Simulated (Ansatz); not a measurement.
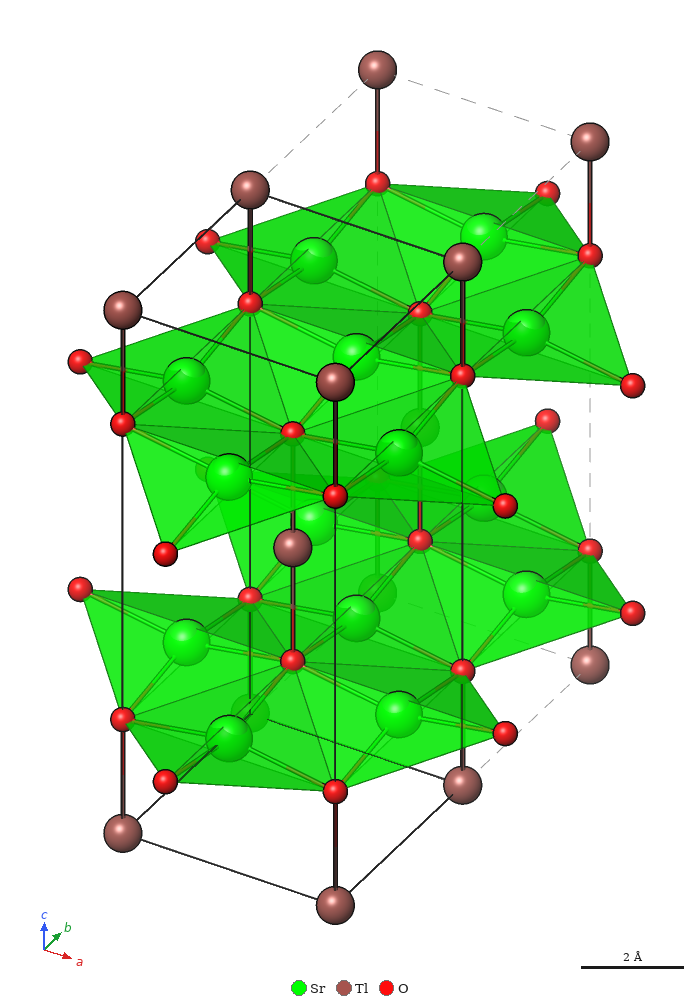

Polyhedral drawing of the structure, looking from a general direction. One conventional unit cell is drawn solid; the view covers 1×2×1 cells. Some neighbours outside the box are added.

Unit-cell dimensions: a = 4.88 Å, b = 4.88 Å, c = 12.49 Å, α = 90.00°, β = 90.00°, γ = 90.00°.

Bonds shown: O–Sr up to 3.12 Å, O–Tl up to 2.74 Å (cut-off distances).

The composition is Sr2TlO2.

Question: Give the crystal system and centring.

Answer: Body-centred tetragonal.

Question: What structure family is shown?

Answer: ThCr₂Si₂ type.

Question: What coordination do the elements have?

Answer: The coordination, counted out to bonding distance, is Sr 4, Tl 2 and O 5.

The cell started as a textbook structure type filled with these elements (whether it is the usual form wasn't checked). Atoms and cell were optimised with DFT PBE, scalar-relativistic, plane waves, PAW (Ansatz 0.2.0).
